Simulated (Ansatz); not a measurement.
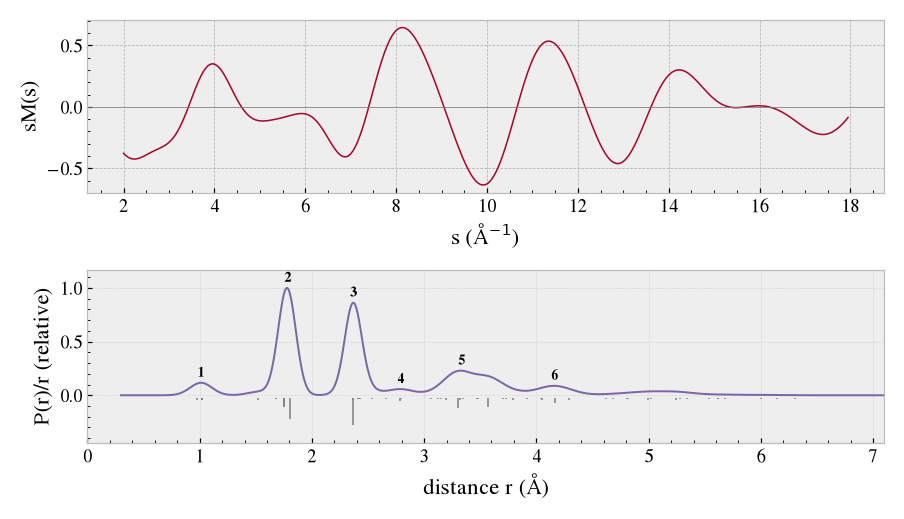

Simulated gas electron diffraction: reduced molecular intensity sM(s) from the Debye equation in the first Born approximation (top) and the radial distribution curve (bottom) of H₆N₂OSiZn. Each pair of atoms contributes with weight ZᵢZⱼ/r (bars below the curve); damping constant 0.0015 Å²; vibrational amplitudes assumed, not computed: 0.05 Å for bonds, 0.078 Å for bonds to H, 0.06 + 0.015 r up to 0.15 Å for other pairs. The geometry is the end point of an optimisation (Ansatz 0.2.0, RKS PBE/def2-SVP); it may be a saddle point or a higher isomer. SMILES: N[SiH](N)[Zn][OH].

**Read the positions of the numbered peaks and name the main pairs (– for bonds).**

Peak 1, 1.01 Å: O–H 0.97 Å, N–H 1.02–1.03 Å (×4), not resolved
Peak 2, 1.78 Å: Si–N 1.75 Å (×2), Zn–O 1.80 Å, not resolved
Peak 3, 2.37 Å: Zn–Si 2.37 Å, Si···H 2.41–2.43 Å (×4), not resolved
Peak 4, 2.79 Å: N···N 2.79 Å, N···H 2.79 Å
Peak 5, 3.33 Å: Zn···H 3.20–3.32 Å (×2), Zn···N 3.31–3.57 Å (×2), not resolved
Peak 6, 4.16 Å: Zn···H 4.05–4.29 Å (×2), Si···O 4.16 Å, not resolved
